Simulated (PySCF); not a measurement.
## Electronic structure of C5H4B (SMILES [C]#CB(C)C#C) (doublet) in real space

Input file:

```
{"job": {"kind": "epr", "basis": "pcH-1"}, "charge": 0, "multiplicity": 2}
C     -0.302784     2.826148     0.890529
C     -0.223558     1.701780     0.466306
B     -0.091277     0.289147    -0.065265
C     -1.384999    -0.555114    -0.366926
C      1.297627    -0.234302    -0.295812
C      2.416025    -0.648778    -0.478484
H     -2.308173    -0.082517    -0.043440
H     -1.458902    -0.730959    -1.440555
H     -1.319721    -1.535916     0.102425
H      3.384645    -1.024834    -0.644149
```

Launched as:

```sh
OMP_NUM_THREADS=1 python probes_run.py task.json out
```

Geometry: GFN2-xTB.

These are results of PySCF 2.14.0, density-fitted response routines, UKS B3LYP, pcH-1 on B C H, non-relativistic, mean-field spin-orbit, GIAO, not measurements.

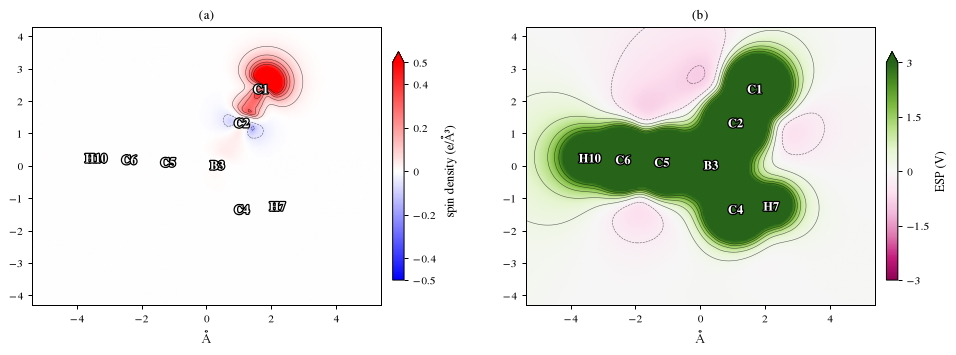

Figure 1. (a) spin density (α minus β); (b) molecular electrostatic potential on the plane of atoms C2, B3 and C5.

Q: Interpret the plot.

A: The section cuts through C, B and H sites. The unpaired spin (1 electron) lies mostly on C1 (about 1.0), in electrons by Hirshfeld's partition. Outside the dense part of the molecule the potential is most negative (−0.9 V) near C1.

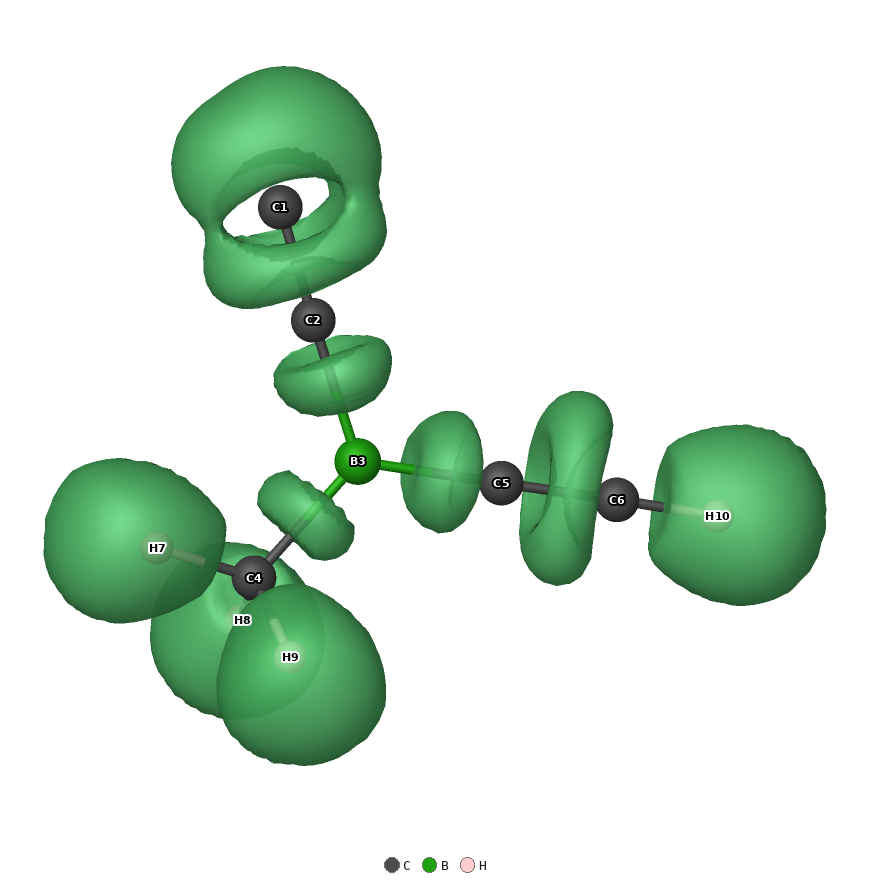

Figure 2. Isosurface of the ELF at 0.8 (green), seen at a tilt. Only the valence region is drawn (cores and ρ < 0.01 e/Å³ removed).

Q: Identify the bonds, lone pairs and shells in this picture.

A: The ELF exceeds this value in three regions between bonded B–C atoms (shared pairs), one region between bonded C–C atoms (shared pairs), four regions around hydrogen nuclei and one region on C in which the atom's valence shell and bonds are merged. Profiles from the grid: C–C (1.20 Å): the ELF peaks at about 0.85 between the atoms: a short, multiple covalent bond. C–B (1.50 Å): the ELF peaks at about 0.95 between the atoms; localised, covalent bonding.

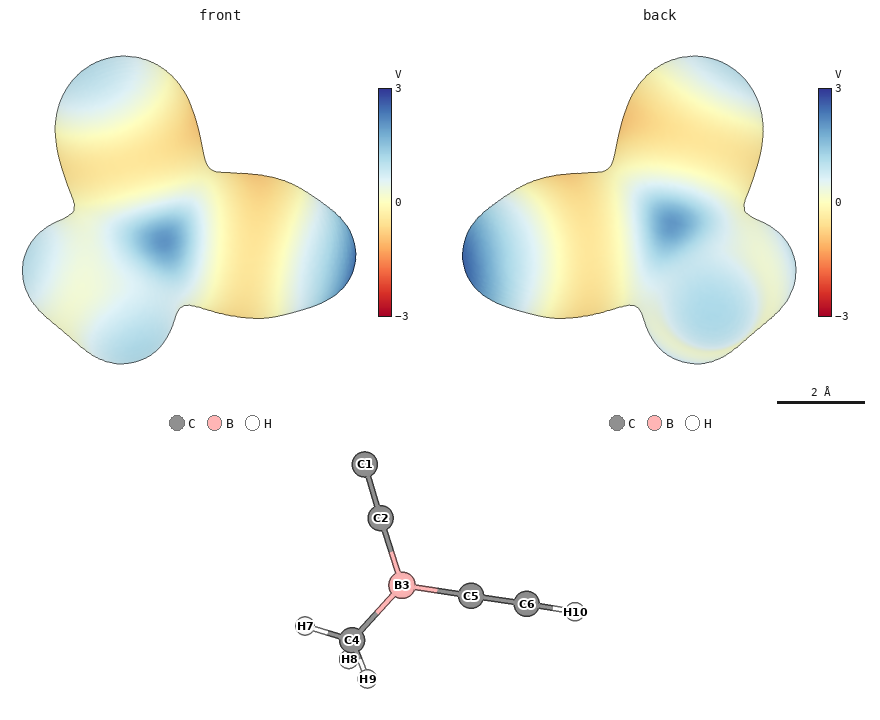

Figure 3. The molecular electrostatic potential painted on the density surface at 0.004 e/bohr³, seen from the front and from behind; the colour scale runs from red (negative) to blue (positive). The bare structure is drawn below in the same view.

Q: Where is the surface potential most negative and most positive?

A: The most negative region (about −0.8 V, or −18 kcal/mol for a unit charge) lies over C1, C2, C5 and C6, the most positive (about +2.4 V, or +55 kcal/mol for a unit charge) over H10.
